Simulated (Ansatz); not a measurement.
TaAlH$_{3}$OF$_{5}$: several calculations on one system

## 1. Relaxation

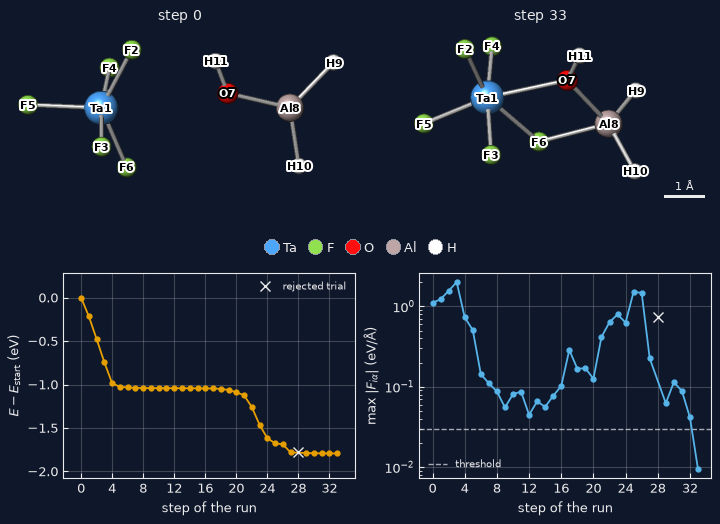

First and last geometry of a relaxation of TaAlH3OF5, with the history of the run. A ball-and-stick model, seen at a tilt.

The run prepares an end point of a later path (reaction) calculation, from a guessed geometry.

Computed with RHF/def2-SVP (Ansatz 0.2.0). Settings: no spin polarisation; force threshold 0.03 eV/Å; at most 50 steps.

### Read the history and describe the run.

It converged. The atom that moves furthest after the best rigid fit is H9 (2.13 Å). By element the largest moves are H 2.13 Å, F 1.47 Å, Al 1.14 Å, Ta 0.71 Å, O 0.67 Å. Some distances before and after: F6–Al8 4.386 → 1.864 Å, Ta1–Al8 4.736 → 3.174 Å, Ta1–O7 3.199 → 2.102 Å, Ta1–H11 3.172 → 2.772 Å. New bonds form, among them: F6–Al8 (4.39 → 1.86 Å), Ta1–O7 (3.20 → 2.10 Å). Bond angles that change, for instance: F2–Ta1–F6 136.0° → 158.7°, F5–Ta1–F6 111.2° → 97.8°, F2–Ta1–F5 112.8° → 103.5°. The energy falls by 1.793 eV in 32 accepted moves (33 points after the start). The largest force component goes from 1.1 to 0.0095 eV/Å. The line search rejected the trial step at point 28 of the run. Cost: 120 s on 4 threads of Intel(R) Xeon(R) Platinum 8259CL CPU @ 2.50GHz (Skylake/Cascade Lake), on a shared host, peak memory 0.47 GiB.

Limits of the set-up: Hartree-Fock leaves out electron correlation.

## 2. Relaxation

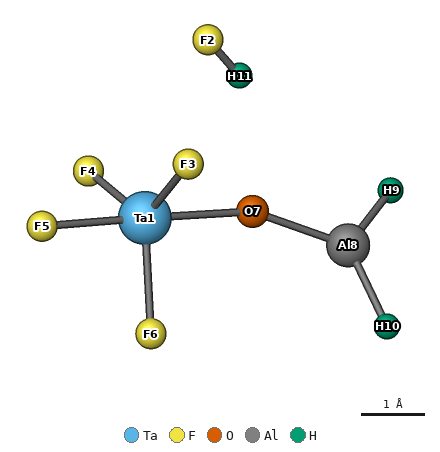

TaAlH3OF5, before the relaxation. A ball-and-stick model, seen at a tilt.

The run prepares an end point of a later path (reaction) calculation, from a guessed geometry.

Computed with Ansatz 0.2.0, RHF/def2-SVP.

The input:
```yaml
crystal:
  periodic: [false, false, false]
  atoms:
    - { symbol: Ta, position_ang: [-0.474532, -0.151859, 0.149741] }
    - { symbol: F, position_ang: [2.62799, -0.415128, 0.422105] }
    - { symbol: F, position_ang: [0.075424, 0.453991, 1.815755] }
    - { symbol: F, position_ang: [0.435136, -0.040666, -1.464362] }
    - { symbol: F, position_ang: [-1.188214, 1.563201, -0.176496] }
    - { symbol: F, position_ang: [-2.193072, -0.842889, 0.041727] }
    - { symbol: O, position_ang: [0.235309, -1.950951, 0.504005] }
    - { symbol: Al, position_ang: [0.196845, -3.607521, 0.969219] }
    - { symbol: H, position_ang: [1.470743, -4.468547, 0.594401] }
    - { symbol: H, position_ang: [-1.06884, -4.140332, 1.740359] }
    - { symbol: H, position_ang: [2.329112, -1.267799, 0.298845] }
basis:
  gaussian: { orbitals: def2-SVP }
hamiltonian:
  xc: hf
relax:
  f_tol: 0.03
  max_steps: 50
output:
  orbitals: {}
```

Run as
```bash
ansatz run input.yaml --threads 4 --pin off --max-ram 5120MiB --backend cpu --events-out ev --progress --plain --runs-dir out
```

**Where does the relaxation end?**

The atom that moves furthest after the best rigid fit is F5 (1.65 Å). Largest moves by element: F 1.65 Å, H 1.58 Å, O 0.50 Å, Ta 0.24 Å, Al 0.20 Å. Near-neighbour distances that change, for instance: Ta1–F2 3.126 → 2.386 Å, Ta1–H11 3.021 → 2.782 Å, Ta1–O7 1.966 → 1.859 Å, Ta1–F3 1.856 → 1.891 Å. New bonds form, among them: Ta1–F2 (3.13 → 2.39 Å). Among the angles between lasting bonds that change: F3–Ta1–F4 128.0° → 166.1°, F5–Ta1–O7 178.9° → 148.9°, F3–Ta1–F6 116.6° → 96.1°. The energy falls by 14.1 kcal/mol in 27 accepted moves (30 points after the start). Largest force component: 1.4 eV/Å at the start, 0.02 eV/Å at the end. The line search rejected the trial steps at points 9, 17, 19 of the run.

Final geometry:

```xyz
11

Ta   -0.3822   -0.3611    0.2113
F     1.9966   -0.5369    0.2604
F    -0.1664    0.1440    2.0211
F    -0.1651   -0.7212   -1.6324
F     0.4431    1.3212   -0.1862
F    -2.2065   -0.0734    0.1416
O    -0.2003   -2.1613    0.6379
Al    0.1682   -3.8034    1.0204
H     1.6789   -4.2227    1.0171
H    -1.0376   -4.7515    1.3397
H     2.3171    0.2978    0.0644
```

After the run, drawn alike:

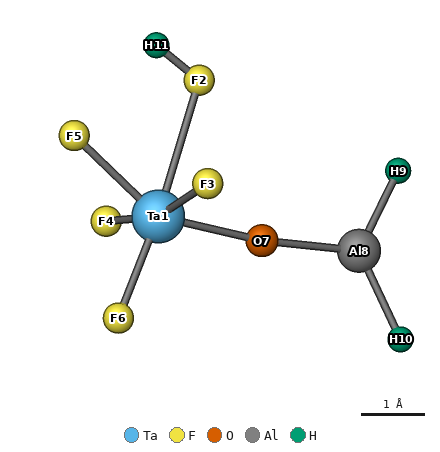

Limits of the set-up: the start holds two separate molecules, 2.2 Å apart at their closest, whose relative position is a soft coordinate and is computed without a dispersion correction; Hartree-Fock leaves out electron correlation.

## 3. Path

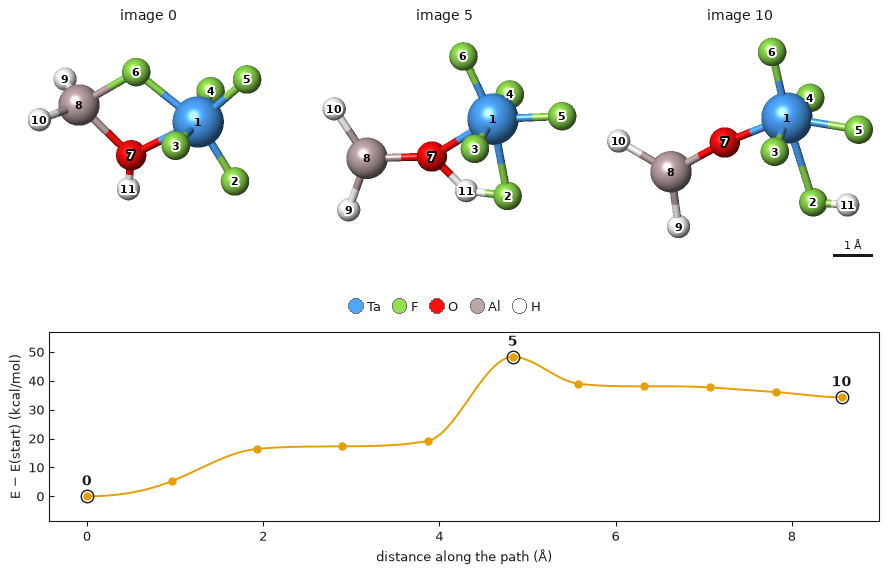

A nudged-elastic-band calculation for TaAlH3OF5. Images are numbered from 0 (start) to 10 (end). The picture is a ball-and-stick view, seen at a tilt.

These are results of RHF/def2-SVP in Ansatz, not measurements. Settings: 9 movable images; climbing image; force threshold 0.05 eV/Å; iteration limit 45; starting path through a guess of the saddle point.

> What happens along the path, and what is the barrier?

Breaking: F6–Al8 (1.86 → 4.03 at the top → 4.51 Å), O7–H11 (0.95 → 1.26 at the top → 3.57 Å). Forming: F2–H11 (2.88 → 1.09 at the top → 0.92 Å). Forward barrier 48.3 kcal/mol, backward barrier 14.0 kcal/mol, with image 5 at the top; the reaction energy is +34.3 kcal/mol. The band converged in 39 iterations. The largest component of the band force went from 2600 to 0.04 eV/Å. The climbing image converged on the top of the path. Its vibrational analysis gives one imaginary mode (1253i cm⁻¹), as a transition state must have.

Limits of the set-up: Hartree-Fock leaves out electron correlation.
